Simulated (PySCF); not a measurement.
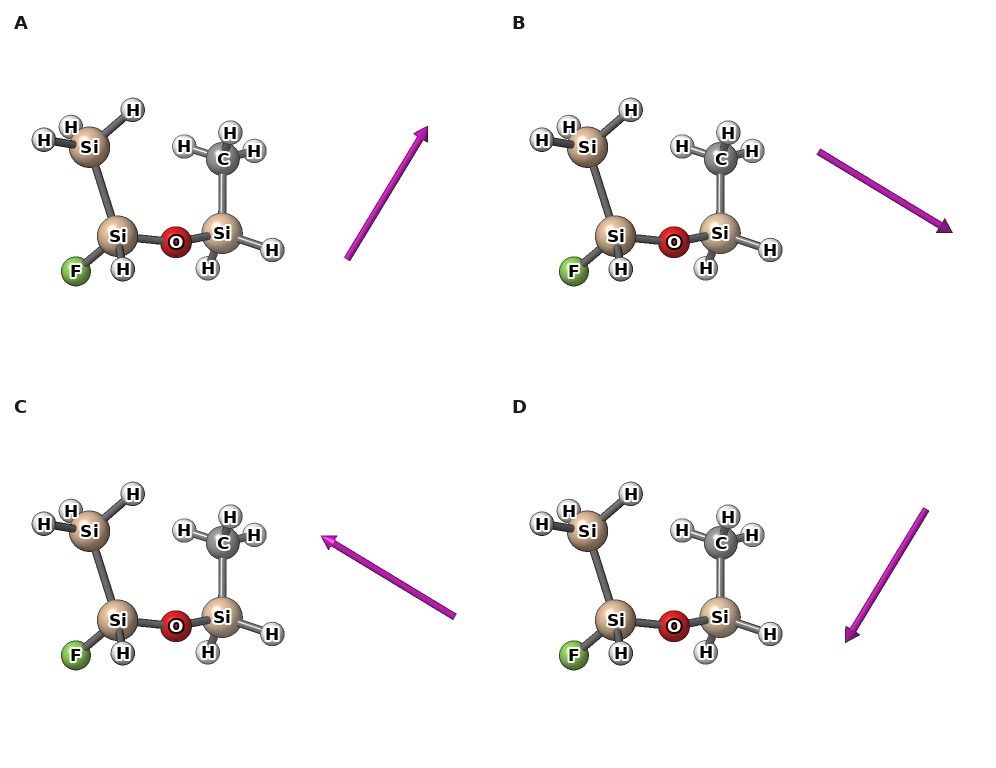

The same molecule four times, each with an arrow. Computed geometry: GFN2-xTB optimisation. No frequency run is at hand to confirm it as a minimum. Properties computed with CAM-B3LYP/def2-SVPD, gas phase (PySCF 2.14.0).

### Which arrow points along the dipole moment, from the negative to the positive end?

A. The dipole moment is 2.06 D.

The geometry is semi-empirical. Around Si such bond lengths and angles can be off by a tenth of an ångström or more and by several degrees, and values that hang on the shape move with them.
